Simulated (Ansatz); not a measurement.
System: C2H2···GeH3 (doublet).

```yaml
atoms:
  - { symbol: C, position_ang: [-1.0565, 0.0053, -1.0268] }
  - { symbol: C, position_ang: [-0.4727, -0.8744, -1.6230] }
  - { symbol: Ge, position_ang: [0.4879, 0.4624, 1.1323] }
  - { symbol: H, position_ang: [-1.7886, 0.7424, -0.7850] }
  - { symbol: H, position_ang: [0.1516, -1.6421, -2.0188] }
  - { symbol: H, position_ang: [0.2345, 1.3138, 2.4029] }
  - { symbol: H, position_ang: [1.7253, 1.0002, 0.3893] }
  - { symbol: H, position_ang: [0.7184, -1.0075, 1.5292] }
```

A transition-state structure; geometry: PBE0-D4/def2-TZVP.

Level of theory: UKS PBE0-D4/def2-TZVPP in Ansatz.

Q: What can the converged electron density, electron localisation function and spin density tell about the bonding?

A: C1···Ge3 (2.69 Å): the density falls to about 0.22 e/Å³ on the way; the ELF peaks at about 0.70 in the valence shell of C, 0.7 Å from its nucleus, and is about 0.40 at the midpoint.
C–C (1.21 Å): ρ is about 2.8 e/Å³ halfway; the ELF peaks at about 0.85 between the atoms (a multiple bond).
C–H (1.07 Å): ρ is about 2.1 e/Å³ halfway; the ELF climbs to about 1 towards the hydrogen, as it does in any bond to H (a covalent bond by its length).
Ge–H (1.55 Å): ρ at the midpoint is about 1 e/Å³; the ELF climbs to about 1 towards the hydrogen.
The unpaired spin (1 electron) lies mostly on Ge3 (about 0.6) and C2 (about 0.2), in electrons by Hirshfeld's partition.

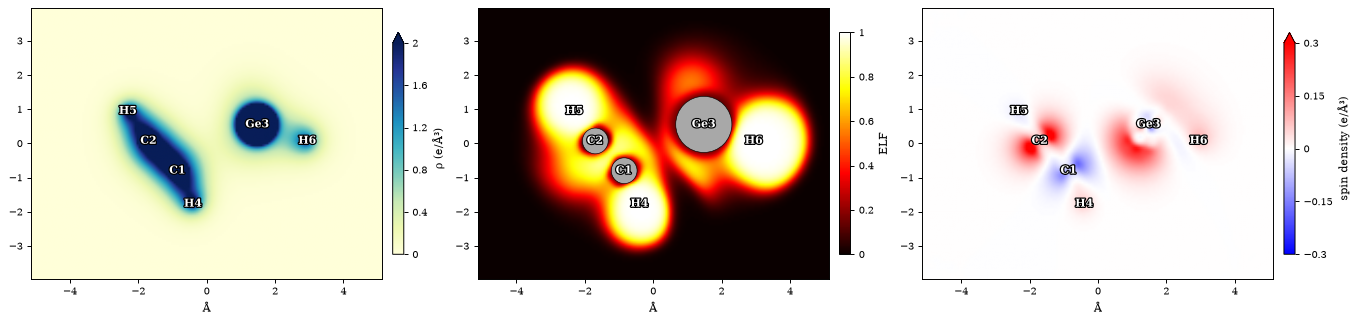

Computed electron density, electron localisation function and spin density on the plane of atoms C2, C1 and H4, in this order. Grey discs cover the atomic cores in the ELF map. 
